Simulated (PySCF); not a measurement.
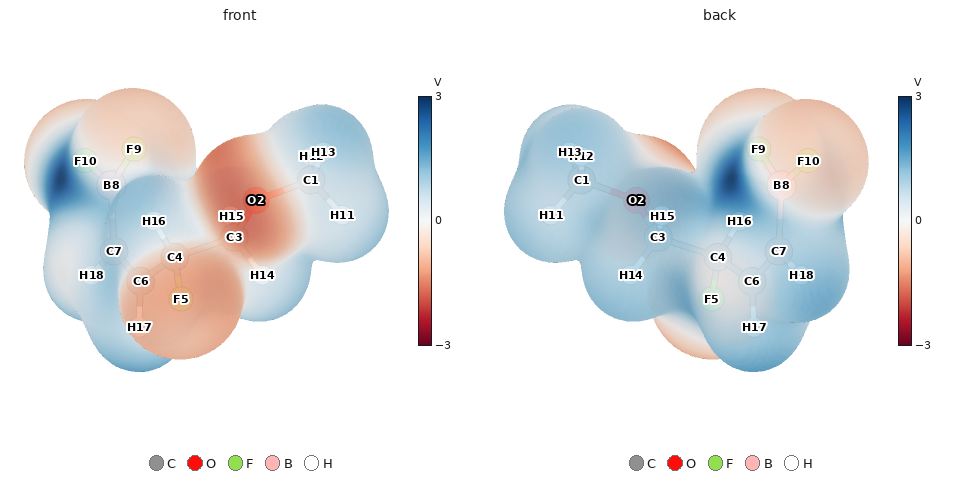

Figure. C5H8BF3O (SMILES COC[C@H](F)/C=C\B(F)F). The molecular electrostatic potential painted on the density surface at 0.004 e/bohr³, seen from the front and from behind; red is negative and blue positive.

Geometry: GFN2-xTB.

Computed with PBE0/pcSseg-1, SCF density, gas phase, non-relativistic (PySCF).

Input file:

```
{"job": {"kind": "nmr", "xc": "PBE0", "basis": "pcSseg-1"}, "charge": 0, "multiplicity": 1}
C      2.822423     0.925867    -0.177212
O      1.857336     0.163525     0.501435
C      0.816586    -0.274352    -0.329249
C     -0.161704    -1.099887     0.517281
F      0.371551    -2.358475     0.707703
C     -1.496702    -1.252582    -0.138407
C     -2.454335    -0.322972    -0.195609
B     -2.417703     1.094041     0.428311
F     -1.423492     1.573569     1.151073
F     -3.417182     1.941448     0.271736
H      3.306422     0.342736    -0.970489
H      2.376564     1.825296    -0.619791
H      3.562563     1.213804     0.565684
H      1.204567    -0.902404    -1.146589
H      0.280263     0.582334    -0.765720
H     -0.230420    -0.638704     1.509088
H     -1.643175    -2.222598    -0.597401
H     -3.362320    -0.584330    -0.723501
```

Command:

```sh
OMP_NUM_THREADS=1 python probes_run.py task.json out
```

Q: Which sites attract a positive test charge, and which a negative one?

A: A positive charge is drawn to the negative regions and a negative charge to the positive ones. The most negative region (about −1.7 V) lies over O2, the most positive (about +2.6 V) over B8. O2 is the likeliest acceptor of a hydrogen bond.

Q: How polar is the molecule by this calculation?

A: Its dipole moment is 2.17 D.
